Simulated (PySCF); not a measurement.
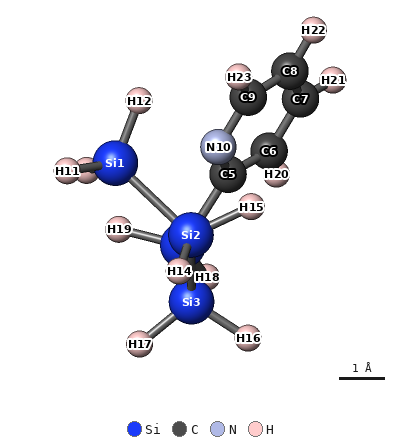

**Figure 1.** The input geometry of run 1 (ball-and-stick view, seen at a tilt; atoms are numbered from 1 in the order of the input).

**C5H13NSi4: a changed input and its effect**

System: C5H13NSi4.
Method of run 1: GIAO wB97X-D/pcSseg-1 NMR shielding, non-relativistic, gas phase (PySCF 2.14.0).

The geometry comes from this level: PBE0-D3(BJ)/def2-SVP. Text and figures count atoms from 1; the logs count them from 0 in places.

### The input, run 1
```
{"job": {"kind": "nmr", "xc": "wB97X-D", "basis": "pcSseg-1", "pop": false}, "charge": 0, "multiplicity": 1}
Si    -2.276942     1.774652    -0.174382
Si    -2.270993    -0.198946     1.093718
Si    -1.864555    -2.028561    -0.321788
Si    -0.117010    -1.460611    -1.779018
C      1.107745    -0.421282    -0.768262
C      2.492435    -0.627981    -0.763738
C      3.299578     0.183866     0.030241
C      2.701129     1.179528     0.796508
C      1.314766     1.316536     0.733897
N      0.543143     0.542135    -0.020899
H     -3.652391     2.374024    -0.186327
H     -1.354233     2.802793     0.397314
H     -1.900791     1.495051    -1.593271
H     -3.607932    -0.414598     1.743411
H     -1.253325    -0.152613     2.187923
H     -1.493296    -3.255207     0.455007
H     -3.098727    -2.338334    -1.113019
H      0.603823    -2.647128    -2.339197
H     -0.632326    -0.643817    -2.921077
H      2.929653    -1.419810    -1.376564
H      4.382842     0.039414     0.051860
H      3.291688     1.838737     1.435994
H      0.802314     2.084281     1.324934
```

The first line tells a small driver script what to run in PySCF; the rest is the geometry in Å.

Launched with:
```bash
OMP_NUM_THREADS=1 python <driver script> task.json out
```

Hardware: 1 CPU thread, shared host.

### Output (run 1)
```
coarse grid: 21048 points
cycle   1  E = -1410.7846884154  dE =  1.062e+00  |g| = 3.273e-01  |ddm| = 4.443e+00
cycle   2  E = -1410.8083474414  dE = -2.366e-02  |g| = 2.579e-01  |ddm| = 6.411e-01
cycle   3  E = -1410.8207856838  dE = -1.244e-02  |g| = 8.025e-02  |ddm| = 2.710e-01
cycle   4  E = -1410.8222032069  dE = -1.418e-03  |g| = 2.869e-02  |ddm| = 9.677e-02
cycle   5  E = -1410.8224094591  dE = -2.063e-04  |g| = 7.680e-03  |ddm| = 4.334e-02
cycle   6  E = -1410.8224271895  dE = -1.773e-05  |g| = 1.823e-03  |ddm| = 1.088e-02
cycle   7  E = -1410.8224284625  dE = -1.273e-06  |g| = 7.093e-04  |ddm| = 3.676e-03
final grid: 184576 points
cycle   8  E = -1410.8915688062  dE = -1.925e-04  |g| = 5.866e-03  |ddm| = 4.863e-02
cycle   9  E = -1410.8915714579  dE = -2.652e-06  |g| = 5.231e-03  |ddm| = 1.158e-02
cycle  10  E = -1410.8915765524  dE = -5.095e-06  |g| = 1.216e-03  |ddm| = 4.605e-03
cycle  11  E = -1410.8915768588  dE = -3.064e-07  |g| = 4.524e-04  |ddm| = 1.582e-03
cycle  12  E = -1410.8915769113  dE = -5.244e-08  |g| = 1.256e-04  |ddm| = 6.443e-04
cycle  13  E = -1410.8915769160  dE = -4.673e-09  |g| = 2.536e-05  |ddm| = 1.797e-04
cycle  14  E = -1410.8915769164  dE = -3.997e-10  |g| = 1.338e-05  |ddm| = 7.570e-05
converged SCF energy = -1410.8915769164

GIAO shielding tensors (ppm)
atom      isotropic    diamagn.    paramagn.     s11        s22        s33       span
  0 Si     453.802     879.911    -426.110    443.158    455.998    462.249     19.090
  1 Si     466.180     880.931    -414.752    452.193    466.636    479.711     27.517
  2 Si     462.184     881.418    -419.234    452.086    463.298    471.169     19.083
  3 Si     421.942     882.026    -460.085    378.099    422.269    465.456     87.356
  4 C       15.822     257.505    -241.682    -86.785    -18.563    152.814    239.599
  5 C       46.165     257.626    -211.461    -77.804     49.211    167.087    244.892
  6 C       42.344     254.041    -211.697    -75.455     22.734    179.755    255.210
  7 C       55.187     259.077    -203.890    -59.997     49.315    176.243    236.239
  8 C       28.867     254.118    -225.251    -88.240     24.499    150.344    238.584
  9 N     -108.399     334.766    -443.164   -418.513   -197.215    290.532    709.046
 10 H       27.630      28.584      -0.954     24.159     24.666     34.065      9.906
 11 H       27.505      30.700      -3.195     23.226     26.891     32.398      9.172
 12 H       27.548      30.587      -3.039     23.589     27.887     31.168      7.579
 13 H       27.774      29.107      -1.333     23.691     25.077     34.555     10.864
 14 H       28.099      31.203      -3.104     24.190     27.575     32.532      8.341
 15 H       27.815      29.625      -1.811     24.167     25.294     33.984      9.817
 16 H       27.827      29.270      -1.443     24.285     25.379     33.817      9.532
 17 H       26.890      29.525      -2.635     22.603     25.706     32.360      9.757
 18 H       26.566      29.663      -3.096     23.578     25.251     30.870      7.292
 19 H       23.716      31.198      -7.482     20.156     22.149     28.843      8.688
 20 H       23.734      28.245      -4.512     20.384     24.171     26.646      6.262
 21 H       24.135      29.776      -5.641     21.004     24.285     27.116      6.111
 22 H       22.577      33.531     -10.954     18.048     20.948     28.737     10.689
```

For run 2 the input was changed thus:
```diff
-"xc": "wB97X-D"
+"xc": "PBE0"
-"pop": false
```

How does run 2 compare with run 1?

The total energies belong to different methods, so their difference says nothing on which is more stable or more accurate. The HOMO goes from −9.28 to −7.47 eV. The LUMO goes from 0.30 to −1.43 eV. Of all shieldings, the largest change is that of C7, by +1.5 ppm. The functional changes from wB97X-D to PBE0. The number of SCF iterations is the same.

### Output (run 2)
```
coarse grid: 21048 points
cycle   1  E = -1410.1293631671  dE =  8.558e-01  |g| = 2.952e-01  |ddm| = 4.489e+00
cycle   2  E = -1410.1314622071  dE = -2.099e-03  |g| = 3.026e-01  |ddm| = 7.090e-01
cycle   3  E = -1410.1519736502  dE = -2.051e-02  |g| = 9.030e-02  |ddm| = 3.842e-01
cycle   4  E = -1410.1532742786  dE = -1.301e-03  |g| = 4.147e-02  |ddm| = 9.208e-02
cycle   5  E = -1410.1536861249  dE = -4.118e-04  |g| = 1.071e-02  |ddm| = 5.381e-02
cycle   6  E = -1410.1537145356  dE = -2.841e-05  |g| = 4.008e-03  |ddm| = 1.505e-02
cycle   7  E = -1410.1537187884  dE = -4.253e-06  |g| = 3.542e-04  |ddm| = 4.111e-03
final grid: 184576 points
cycle   8  E = -1410.2080563260  dE = -3.185e-05  |g| = 6.145e-03  |ddm| = 4.170e-02
cycle   9  E = -1410.2080527031  dE =  3.623e-06  |g| = 7.145e-03  |ddm| = 1.451e-02
cycle  10  E = -1410.2080652978  dE = -1.259e-05  |g| = 1.516e-03  |ddm| = 8.555e-03
cycle  11  E = -1410.2080657995  dE = -5.016e-07  |g| = 4.449e-04  |ddm| = 1.841e-03
cycle  12  E = -1410.2080658470  dE = -4.751e-08  |g| = 7.521e-05  |ddm| = 4.661e-04
cycle  13  E = -1410.2080658480  dE = -1.040e-09  |g| = 3.698e-05  |ddm| = 1.019e-04
cycle  14  E = -1410.2080658484  dE = -3.665e-10  |g| = 8.310e-06  |ddm| = 4.274e-05
converged SCF energy = -1410.2080658484

GIAO shielding tensors (ppm)
atom      isotropic    diamagn.    paramagn.     s11        s22        s33       span
  0 Si     454.795     880.024    -425.229    444.367    456.547    463.471     19.103
  1 Si     466.321     880.895    -414.574    452.450    467.365    479.146     26.696
  2 Si     461.214     881.347    -420.133    450.225    462.198    471.219     20.994
  3 Si     421.915     881.912    -459.997    378.125    421.942    465.677     87.551
  4 C       16.138     256.689    -240.551    -82.927    -18.994    150.336    233.262
  5 C       46.707     256.808    -210.101    -74.678     48.845    165.952    240.630
  6 C       43.864     252.985    -209.121    -71.363     23.880    179.076    250.438
  7 C       55.902     258.489    -202.587    -57.090     49.191    175.606    232.696
  8 C       30.254     253.464    -223.210    -84.395     25.082    150.075    234.470
  9 N     -107.231     333.813    -441.044   -417.249   -191.229    286.784    704.033
 10 H       27.482      28.664      -1.182     23.988     24.495     33.963      9.976
 11 H       27.385      30.445      -3.060     23.135     26.721     32.300      9.165
 12 H       27.402      30.214      -2.812     23.416     27.750     31.039      7.623
 13 H       27.589      29.226      -1.638     23.478     24.868     34.419     10.942
 14 H       27.927      30.813      -2.886     24.026     27.351     32.405      8.378
 15 H       27.635      29.461      -1.826     23.940     25.106     33.859      9.919
 16 H       27.663      29.258      -1.596     24.102     25.225     33.661      9.558
 17 H       26.744      29.339      -2.595     22.457     25.553     32.223      9.766
 18 H       26.365      29.321      -2.956     23.385     25.037     30.672      7.286
 19 H       23.604      31.097      -7.493     20.008     22.056     28.747      8.739
 20 H       23.657      28.233      -4.576     20.247     24.161     26.564      6.317
 21 H       24.040      29.748      -5.708     20.898     24.219     27.004      6.106
 22 H       22.480      33.196     -10.717     17.937     20.851     28.651     10.715
```

### The two runs side by side

| quantity | run 1 | run 2 |
| --- | --- | --- |
| outcome | converged | converged |
| total energy (hartree) | −1410.891577 | −1410.208066 |
| HOMO (eV) | −9.28 | −7.47 |
| LUMO (eV) | 0.30 | −1.43 |
| dipole moment (D) | 3.61 | 3.62 |
| shielding of Si1 (ppm) | 453.8 | 454.8 |
| shielding of Si3 (ppm) | 462.2 | 461.2 |
| shielding of C6 (ppm) | 46.2 | 46.7 |
| shielding of C7 (ppm) | 42.3 | 43.9 |
| shielding of C8 (ppm) | 55.2 | 55.9 |
| shielding of C9 (ppm) | 28.9 | 30.3 |
| shielding of N10 (ppm) | −108.4 | −107.2 |
| SCF iterations | 14 | 14 |
| basis functions | 263 | 263 |
| wall time (shared host) | 1.7 min | 81 s |
